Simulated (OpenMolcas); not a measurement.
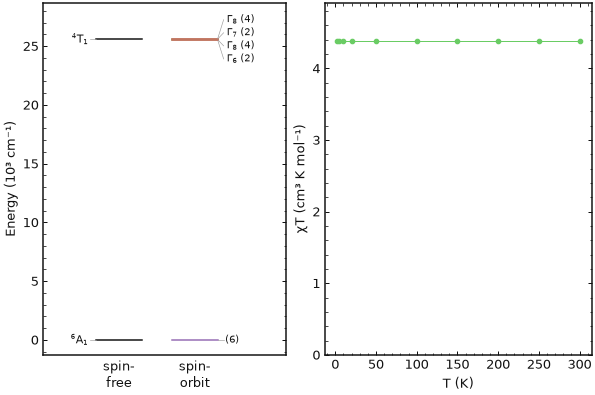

Levels of a 3d ion of charge +2 as a dopant in SrF₂, a cluster with its 8 nearest F⁻ at 2.250 Å (cube) embedded in model potentials and point charges; the geometry was set, not optimised. Labels give the representation in O, Td, D4 or D3 as the site allows (double group for half-integer spin) where it could be assigned and, in brackets, the degeneracy; spin-free states, where drawn, share the zero of the spin-orbit levels. Level of the calculation: state-averaged SS-CASPT2, IPEA shift 0.25, imaginary shift 0.1 hartree, the open shell active, basis ANO-RCC-VDZP on all atoms, DKH2 scalar Hamiltonian, spin-orbit coupling by RASSI with atomic mean-field integrals (OpenMolcas). Powder susceptibility by Van Vleck's formula.

Which ion is the dopant?

Answer. Mn²⁺ (3d⁵). The ground level is 6-fold degenerate, 100 % from states of spin multiplicity 6. The next level lies at 25,500 cm⁻¹ (Γ₆). The lowest spin-free state is ⁶A₁, from the free-ion S term. χT is 4.39 cm³ K mol⁻¹ at 2 K and 4.39 at 300 K, an effective moment of 5.92 μB.

Caveat: small active space favours high spin, ground spin may be wrong; the geometry is set by hand, with no relaxation and no charge compensation.
